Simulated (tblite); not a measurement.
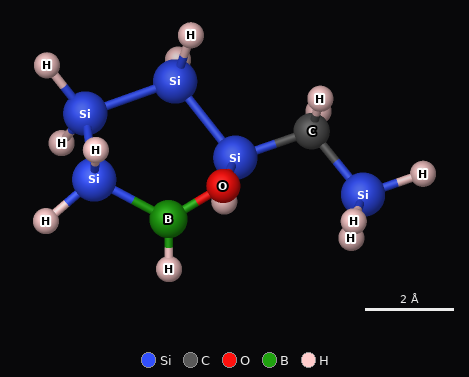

**Figure 1.** The starting structure (ball-and-stick view, seen at a tilt).

CH13BOSi5: geometry relaxation

- system: CH13BOSi5
- method: GFN2-xTB geometry optimisation, gas phase (tblite 0.8.0)

It belongs to a series of runs on one base structure; here: O inserted into a Si-B bond.

Log
```
step      E/eV     max force
  0    -617.98111    3.326
  1    -618.28220    2.140
  2    -618.43793    1.486
  3    -618.50037    0.981
  4    -618.63178    0.679
  5    -618.66399    0.634
  6    -618.74434    0.518
  7    -618.77967    0.475
  8    -618.82326    0.472
  9    -618.85023    0.463
 10    -618.87630    0.349
 11    -618.89824    0.286
 12    -618.91576    0.429
 13    -618.93105    0.460
 14    -618.94879    0.367
 15    -618.96964    0.415
 16    -618.99363    0.483
 17    -619.01368    0.348
 18    -619.02926    0.302
 19    -619.04361    0.264
 20    -619.05968    0.378
 21    -619.07746    0.424
 22    -619.09387    0.375
 23    -619.10759    0.295
 24    -619.11775    0.248
 25    -619.12576    0.228
 26    -619.13371    0.288
 27    -619.13951    0.338
 28    -619.14627    0.302
 29    -619.15199    0.168
 30    -619.15781    0.163
 31    -619.16057    0.202
 32    -619.16678    0.245
 33    -619.17161    0.214
 34    -619.17630    0.126
 35    -619.17863    0.099
 36    -619.18013    0.084
 37    -619.18171    0.087
 38    -619.18397    0.125
 39    -619.18633    0.146
 40    -619.18866    0.111
 41    -619.19074    0.114
 42    -619.19283    0.120
 43    -619.19497    0.135
 44    -619.19698    0.124
 45    -619.19887    0.117
 46    -619.20059    0.093
 47    -619.20184    0.086
 48    -619.20257    0.071
 49    -619.20307    0.063
 50    -619.20353    0.056
 51    -619.20431    0.089
 52    -619.20499    0.086
 53    -619.20561    0.055
 54    -619.20604    0.045
 55    -619.20646    0.059
 56    -619.20693    0.070
 57    -619.20746    0.052
 58    -619.20794    0.043
 59    -619.20834    0.041
 60    -619.20868    0.050
 61    -619.20897    0.042
 62    -619.20918    0.025
 63    -619.20933    0.031
 64    -619.20949    0.033
 65    -619.20972    0.040
 66    -619.21003    0.049
 67    -619.21037    0.045
 68    -619.21068    0.048
 69    -619.21096    0.050
 70    -619.21127    0.048
 71    -619.21164    0.041
 72    -619.21204    0.052
 73    -619.21239    0.046
 74    -619.21268    0.043
 75    -619.21297    0.042
 76    -619.21331    0.048
 77    -619.21380    0.076
 78    -619.21444    0.086
 79    -619.21515    0.063
 80    -619.21570    0.040
 81    -619.21602    0.039
 82    -619.21628    0.038
 83    -619.21664    0.047
 84    -619.21719    0.055
 85    -619.21784    0.053
 86    -619.21835    0.036
 87    -619.21867    0.033
 88    -619.21895    0.041
 89    -619.21930    0.044
 90    -619.21968    0.038
 91    -619.22000    0.042
 92    -619.22022    0.047
 93    -619.22047    0.042
 94    -619.22084    0.035
 95    -619.22120    0.034
 96    -619.22143    0.027
 97    -619.22152    0.018
 98    -619.22157    0.017
 99    -619.22162    0.015
100    -619.22170    0.021
101    -619.22181    0.029
102    -619.22193    0.028
103    -619.22203    0.020
104    -619.22210    0.015
105    -619.22216    0.017
106    -619.22222    0.021
107    -619.22233    0.027
108    -619.22248    0.030
109    -619.22264    0.026
110    -619.22275    0.019
111    -619.22283    0.020
112    -619.22293    0.028
113    -619.22311    0.039
114    -619.22343    0.045
115    -619.22382    0.038
116    -619.22410    0.034
117    -619.22421    0.024
118    -619.22432    0.023
119    -619.22451    0.026
120    -619.22483    0.027
121    -619.22511    0.025
122    -619.22541    0.028
123    -619.22565    0.038
124    -619.22589    0.050
125    -619.22627    0.054
126    -619.22671    0.038
127    -619.22696    0.024
128    -619.22707    0.024
129    -619.22718    0.034
130    -619.22734    0.038
131    -619.22752    0.032
132    -619.22768    0.026
133    -619.22780    0.026
134    -619.22791    0.028
135    -619.22802    0.036
136    -619.22816    0.030
137    -619.22832    0.026
138    -619.22842    0.020
139    -619.22846    0.016
140    -619.22852    0.016
141    -619.22856    0.017
142    -619.22862    0.017
143    -619.22870    0.017
144    -619.22882    0.017
145    -619.22893    0.025
146    -619.22903    0.026
147    -619.22912    0.022
148    -619.22923    0.023
149    -619.22938    0.026
150    -619.22961    0.031
151    -619.22984    0.038
152    -619.23005    0.034
153    -619.23024    0.031
154    -619.23039    0.040
155    -619.23054    0.043
156    -619.23077    0.037
157    -619.23152    0.052
158    -619.23205    0.068
159    -619.23278    0.077
160    -619.23322    0.071
161    -619.23372    0.053
162    -619.23423    0.043
163    -619.23479    0.052
164    -619.23537    0.060
165    -619.23590    0.065
166    -619.23634    0.056
167    -619.23680    0.044
168    -619.23724    0.052
169    -619.23785    0.066
170    -619.23857    0.066
171    -619.23912    0.070
172    -619.23975    0.065
173    -619.23967    0.093
174    -619.24086    0.058
175    -619.24118    0.050
176    -619.24205    0.052
177    -619.24241    0.047
178    -619.24315    0.046
179    -619.24359    0.042
180    -619.24407    0.046
181    -619.24451    0.044
182    -619.24490    0.038
183    -619.24522    0.037
184    -619.24559    0.045
185    -619.24626    0.048
186    -619.24682    0.058
187    -619.24736    0.055
188    -619.24778    0.039
189    -619.24812    0.035
190    -619.24844    0.045
191    -619.24876    0.066
192    -619.24908    0.048
193    -619.24939    0.044
194    -619.24960    0.042
195    -619.24991    0.046
196    -619.25017    0.037
197    -619.25036    0.036
198    -619.25056    0.033
199    -619.25081    0.035
200    -619.25112    0.039
201    -619.25146    0.042
202    -619.25170    0.045
203    -619.25184    0.042
204    -619.25204    0.029
205    -619.25225    0.030
206    -619.25243    0.037
207    -619.25270    0.039
208    -619.25300    0.041
209    -619.25324    0.036
210    -619.25345    0.029
211    -619.25366    0.037
212    -619.25382    0.039
213    -619.25401    0.032
214    -619.25420    0.020
215    -619.25445    0.044
216    -619.25464    0.048
217    -619.25503    0.035
218    -619.25537    0.035
219    -619.25565    0.039
220    -619.25596    0.049
221    -619.25627    0.043
222    -619.25652    0.031
223    -619.25669    0.042
224    -619.25683    0.047
225    -619.25698    0.027
226    -619.25710    0.025
227    -619.25722    0.020
228    -619.25729    0.022
229    -619.25734    0.016
230    -619.25737    0.013
231    -619.25743    0.017
232    -619.25747    0.019
233    -619.25752    0.019
234    -619.25756    0.015
235    -619.25761    0.017
236    -619.25765    0.017
237    -619.25769    0.017
238    -619.25773    0.018
239    -619.25776    0.014
240    -619.25779    0.009
```

Trajectory as extended XYZ (Å, eV, eV/Å), 5 of the 241 frames kept, from step=0 to step=240
```
21
Properties=species:S:1:pos:R:3:forces:R:3 step=0 energy=-617.98111
Si    3.5901   -0.3699    0.0689    0.1950  -0.3270   0.3460
C     2.2436    0.8849   -0.3301    0.6570   0.4820   0.7670
Si    0.6023    0.0193   -0.4035   -0.1620  -0.8120   1.2690
O     0.2194   -0.6562    1.1232   -1.6520  -1.2790  -2.5880
B    -0.8901   -1.5993    0.9227    1.5750   1.3680   0.8720
Si   -2.7336   -0.9607    0.9582    0.3900  -0.6670   1.2400
Si   -2.9408    0.4928   -0.7270   -1.2650   0.4900  -0.6710
Si   -0.9718    1.5323   -0.9250    0.2490   0.9330  -0.3150
H     3.6202   -1.3976   -0.9807    0.0460   0.0450   0.0340
H     3.2934   -1.0015    1.3707    0.1330   0.0910  -0.2230
H     4.8799    0.3123    0.1302    0.1260   0.0120   0.0080
H     2.4630    1.3558   -1.2952   -0.2500   0.0620   0.4150
H     2.2172    1.6562    0.4835    0.0940  -0.4490  -0.8940
H     0.6500   -1.0187   -1.4504    0.0680  -0.1720   0.0940
H    -0.6721   -2.7327    0.7194    0.4510   0.0230   0.0000
H    -2.9780   -0.2812    2.2541   -0.2260  -0.1660  -0.1780
H    -3.6663   -2.0739    0.7855   -0.2150  -0.0690   0.2090
H    -3.2084   -0.2667   -1.9589   -0.2150   0.1250  -0.0580
H    -4.0253    1.4524   -0.4584   -0.1230  -0.1360  -0.2470
H    -0.9063    2.6383    0.0394    0.0170   0.2180  -0.1760
H    -0.7953    2.0311   -2.2958    0.1060   0.2270   0.0950
21
Properties=species:S:1:pos:R:3:forces:R:3 step=60 energy=-619.20868
Si    3.6309   -0.4753    0.1828   -0.0170   0.0050   0.0040
C     2.2614    0.7821   -0.2227   -0.0230  -0.0060  -0.0190
Si    0.6138    0.0872   -0.8747   -0.0100   0.0020  -0.0110
O     0.1449   -1.0417    0.2202    0.0240  -0.0040  -0.0120
B    -0.7735   -1.6269    0.9616    0.0090   0.0010  -0.0120
Si   -2.6538   -1.0017    1.0174   -0.0250  -0.0030   0.0010
Si   -3.1027    0.5163   -0.6957    0.0240   0.0240  -0.0090
Si   -1.0969    1.6407   -1.1049   -0.0130  -0.0480   0.0060
H     3.7618   -1.4568   -0.8972    0.0080   0.0080   0.0000
H     3.3341   -1.1520    1.4466   -0.0060  -0.0130  -0.0010
H     4.9003    0.2499    0.3196    0.0060  -0.0090   0.0140
H     2.6279    1.4781   -0.9783    0.0160   0.0060   0.0170
H     2.0684    1.3838    0.6683    0.0160   0.0040  -0.0230
H     0.8687   -0.7715   -2.0459    0.0040   0.0160   0.0310
H    -0.4038   -2.5517    1.6074    0.0130  -0.0040  -0.0040
H    -2.9394   -0.3099    2.2918   -0.0040   0.0070   0.0030
H    -3.6434   -2.0944    1.0264    0.0030  -0.0050  -0.0040
H    -3.4980   -0.1551   -1.9497   -0.0020  -0.0130   0.0200
H    -4.2308    1.4283   -0.4598   -0.0170   0.0160   0.0040
H    -0.9141    2.7149   -0.1080    0.0030   0.0210   0.0080
H    -0.9645    2.3727   -2.3745   -0.0070  -0.0050  -0.0150
21
Properties=species:S:1:pos:R:3:forces:R:3 step=120 energy=-619.22483
Si    3.5382   -0.4923    0.2841   -0.0010   0.0040   0.0030
C     2.2579    0.8052   -0.2638    0.0060  -0.0150   0.0020
Si    0.6283    0.1115   -0.9628   -0.0010  -0.0010  -0.0010
O     0.1786   -1.0495    0.1067    0.0060  -0.0030  -0.0070
B    -0.7013   -1.6444    0.8850   -0.0150   0.0130   0.0010
Si   -2.5746   -1.0108    1.0543    0.0220   0.0090   0.0090
Si   -3.1039    0.5548   -0.5911   -0.0060   0.0010  -0.0090
Si   -1.1171    1.6243   -1.1909    0.0130   0.0180  -0.0160
H     3.9322   -1.3170   -0.8606    0.0040  -0.0020  -0.0150
H     2.9940   -1.3393    1.3452   -0.0070   0.0020   0.0180
H     4.7243    0.2018    0.8004    0.0060   0.0080   0.0050
H     2.7014    1.4477   -1.0249   -0.0040   0.0060  -0.0020
H     2.0401    1.4589    0.5834   -0.0080  -0.0070   0.0000
H     0.9244   -0.7217   -2.1396    0.0040  -0.0090  -0.0040
H    -0.3019   -2.5865    1.4878   -0.0030  -0.0020  -0.0090
H    -2.8084   -0.3526    2.3569    0.0110  -0.0070   0.0040
H    -3.5599   -2.1057    1.0749   -0.0180  -0.0110  -0.0060
H    -3.6372   -0.0828   -1.8106   -0.0030  -0.0140   0.0120
H    -4.1765    1.4985   -0.2403    0.0090   0.0110   0.0020
H    -0.8565    2.7938   -0.3266   -0.0170   0.0040   0.0000
H    -1.0908    2.2229   -2.5369    0.0010  -0.0060   0.0140
21
Properties=species:S:1:pos:R:3:forces:R:3 step=180 energy=-619.24407
Si    3.2681   -0.4012    0.6389    0.0140  -0.0080  -0.0310
C     2.0424    0.8257   -0.1374   -0.0440   0.0050  -0.0140
Si    0.6874    0.0610   -1.2394    0.0000  -0.0260  -0.0160
O     0.1821   -1.2757   -0.4324   -0.0120   0.0090  -0.0080
B    -0.6670   -1.9115    0.3506    0.0070   0.0280   0.0090
Si   -2.2301   -0.9837    1.1394    0.0010   0.0020   0.0150
Si   -2.9467    0.7253   -0.2786   -0.0090   0.0100  -0.0070
Si   -1.1262    1.4807   -1.5405    0.0260   0.0020  -0.0070
H     3.9473   -1.1625   -0.4142   -0.0070   0.0110   0.0360
H     2.5494   -1.3020    1.5434    0.0130  -0.0110   0.0060
H     4.2677    0.3461    1.4130   -0.0100  -0.0120  -0.0030
H     2.5840    1.5641   -0.7294    0.0000  -0.0180   0.0090
H     1.5613    1.3863    0.6673    0.0160   0.0130   0.0070
H     1.3151   -0.5744   -2.4105    0.0010   0.0250   0.0080
H    -0.4306   -3.0581    0.5397   -0.0090  -0.0260   0.0050
H    -1.8870   -0.3688    2.4394   -0.0030   0.0150  -0.0060
H    -3.3742   -1.8452    1.4902    0.0400  -0.0160  -0.0040
H    -3.9694    0.2191   -1.2124   -0.0140   0.0110  -0.0200
H    -3.6478    1.8385    0.3821    0.0190  -0.0030   0.0000
H    -0.7035    2.8531   -1.2003   -0.0280  -0.0060   0.0050
H    -1.4314    1.6001   -2.9782   -0.0020  -0.0040   0.0160
21
Properties=species:S:1:pos:R:3:forces:R:3 step=240 energy=-619.25779
Si    2.9333   -0.3982    0.8744   -0.0030   0.0030  -0.0030
C     1.8442    0.8408   -0.0683    0.0020  -0.0030  -0.0020
Si    0.7296    0.0894   -1.4244    0.0050  -0.0020   0.0030
O     0.2000   -1.3490   -0.8331    0.0010   0.0010   0.0020
B    -0.6001   -1.9787    0.0082   -0.0040   0.0010  -0.0030
Si   -1.8570   -0.9653    1.1506   -0.0050  -0.0060   0.0010
Si   -2.7307    0.8165   -0.0878   -0.0010   0.0020  -0.0020
Si   -1.1763    1.3707   -1.7543   -0.0040   0.0050  -0.0060
H     3.8706   -1.0499   -0.0432   -0.0050   0.0010   0.0060
H     2.0899   -1.4017    1.5318    0.0010   0.0020   0.0000
H     3.6918    0.3194    1.9058    0.0010  -0.0010  -0.0010
H     2.4740    1.6068   -0.5209   -0.0010  -0.0020  -0.0010
H     1.2175    1.3641    0.6579    0.0010   0.0000  -0.0010
H     1.5842   -0.3833   -2.5242    0.0000   0.0010  -0.0020
H    -0.5420   -3.1634   -0.0127    0.0050  -0.0020   0.0000
H    -1.1903   -0.3631    2.3249   -0.0010  -0.0030   0.0020
H    -2.9388   -1.7591    1.7594    0.0050   0.0040   0.0020
H    -4.0231    0.4873   -0.7158   -0.0010   0.0010  -0.0020
H    -3.0624    2.0061    0.7143    0.0030  -0.0010   0.0020
H    -0.8081    2.7960   -1.8065    0.0020   0.0010   0.0050
H    -1.7153    1.1317   -3.1055   -0.0020  -0.0030  -0.0020
```

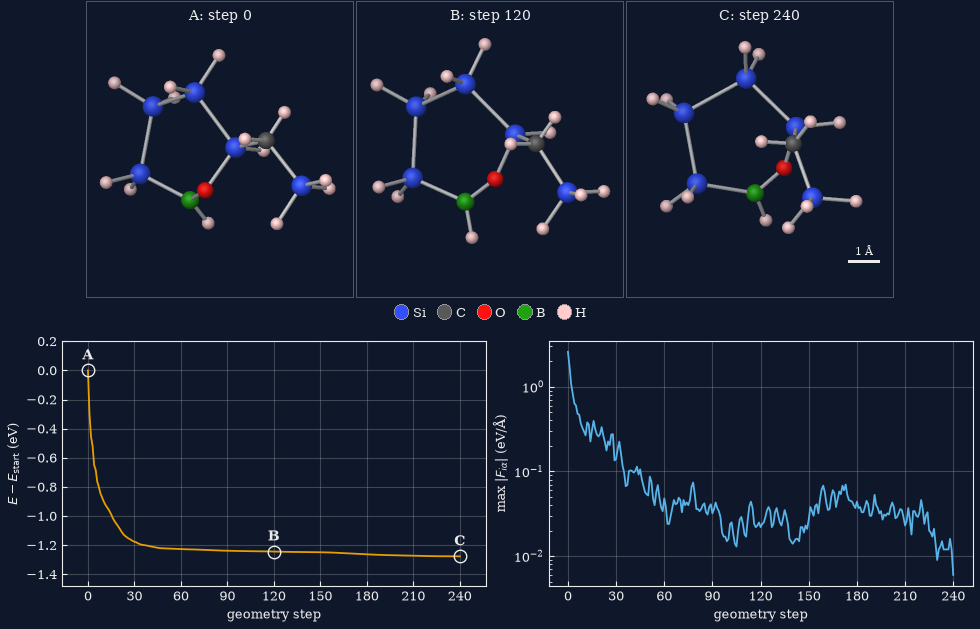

**Figure 2.** Frames of the relaxation (ball-and-stick view, seen at a tilt) above the curves, on which the letters mark them (steps are counted from 0).

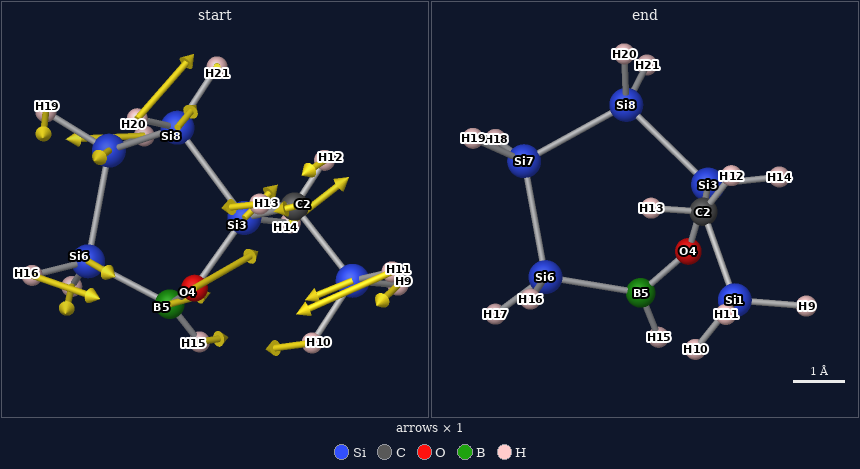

**Figure 3.** Before (left) and after (right) the relaxation, at one scale (ball-and-stick view, seen at a tilt). The yellow arrows give the displacements, at true length. The atom that moves furthest after the best rigid fit is H11 (2.10 Å). Largest moves by element: H 2.10 Å, O 2.06 Å, Si 1.04 Å, B 0.99 Å, C 0.46 Å. Among the contacts that change: O4–B5 1.470 → 1.321 Å, Si7–Si8 2.235 → 2.345 Å, Si6–Si7 2.235 → 2.339 Å, Si3–Si8 2.245 → 2.320 Å. Among the angles that change: Si3–O4–B5 107.5° → 147.3°, Si8–Si3–H14 109.4° → 123.3°, O4–Si3–H14 111.2° → 100.1°. Over 240 geometry steps the energy falls by 1.277 eV. The largest force component goes from 2.6 to 0.006 eV/Å. (Atoms are counted from 1 in the order of the input.)

The run was set up as follows.

The input
```
{"job": {"kind": "relax", "xc": "GFN2-xTB", "basis": "xTB"}, "charge": 0, "multiplicity": 1}
Si     3.590100    -0.369900     0.068900
C      2.243600     0.884900    -0.330100
Si     0.602300     0.019300    -0.403500
O      0.219400    -0.656200     1.123200
B     -0.890100    -1.599300     0.922700
Si    -2.733600    -0.960700     0.958200
Si    -2.940800     0.492800    -0.727000
Si    -0.971800     1.532300    -0.925000
H      3.620200    -1.397600    -0.980700
H      3.293400    -1.001500     1.370700
H      4.879900     0.312300     0.130200
H      2.463000     1.355800    -1.295200
H      2.217200     1.656200     0.483500
H      0.650000    -1.018700    -1.450400
H     -0.672100    -2.732700     0.719400
H     -2.978000    -0.281200     2.254100
H     -3.666300    -2.073900     0.785500
H     -3.208400    -0.266700    -1.958900
H     -4.025300     1.452400    -0.458400
H     -0.906300     2.638300     0.039400
H     -0.795300     2.031100    -2.295800
```

The first line tells a small driver script what to run in tblite; the rest is the geometry in Å.

Run as:
```bash
OMP_NUM_THREADS=1 python <driver script> task.json out
```

Summary

| quantity | value |
| --- | --- |
| outcome | converged |
| total energy | −619.2578 eV |
| hardware | 1 CPU thread, shared host |
| wall time | 11 s |
| peak memory | 0.18 GiB |
